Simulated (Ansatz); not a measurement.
The calculation's input:

```
crystal:
  periodic: [false, false, false]
  atoms:
    - {symbol: C, position_ang: [-0.477474, -1.351029, 0.299222]}
    - {symbol: Al, position_ang: [0.991873, -0.273827, -0.427787]}
    - {symbol: Al, position_ang: [2.869070, 1.102549, -1.356766]}
    - {symbol: H, position_ang: [-0.415225, -1.414280, 1.405274]}
    - {symbol: H, position_ang: [-1.461479, -0.909708, 0.038073]}
    - {symbol: H, position_ang: [2.672171, -0.529851, -0.287296]}
    - {symbol: H, position_ang: [1.364637, 1.362722, -0.125416]}
    - {symbol: H, position_ang: [1.333907, 0.101698, -2.055875]}
    - {symbol: H, position_ang: [-0.450127, -2.384726, -0.103207]}
basis:
  gaussian:
    orbitals: def2-TZVPD
hamiltonian:
  xc: pbe0
output:
  forces: true
  orbitals: {seedname: orbitals}
```

Command:

```sh
ansatz run input.yaml --threads 1 --pin off --max-ram 2610MiB --events-out events.jsonl --progress --plain --runs-dir runs
```

Geometry: PBE-D3(BJ)/def2-SVP.

All numbers below come from Ansatz 0.2.0, isolated molecule in a Gaussian basis; Kohn-Sham density functional theory, functional PBE0.

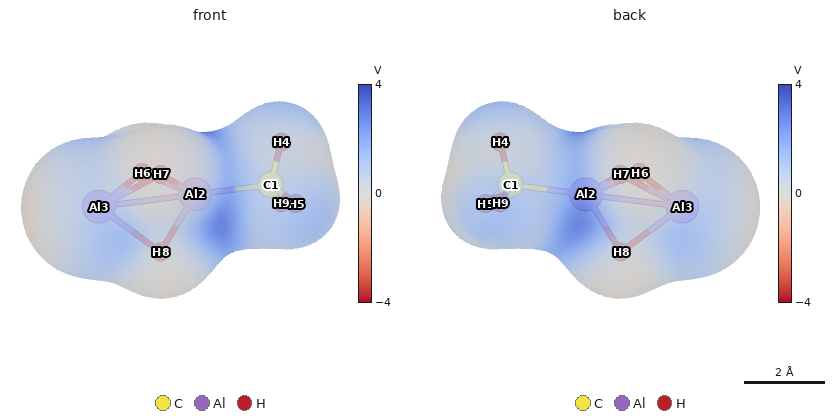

CH6Al2. The electrostatic potential painted on the density surface at 0.004 e/bohr³, seen from the front and from behind; red is negative and blue positive.

Question: Describe the electrostatic potential map.

Answer: The most negative region (about −0.3 V) lies over H8, the most positive (about +3.0 V) over Al2.
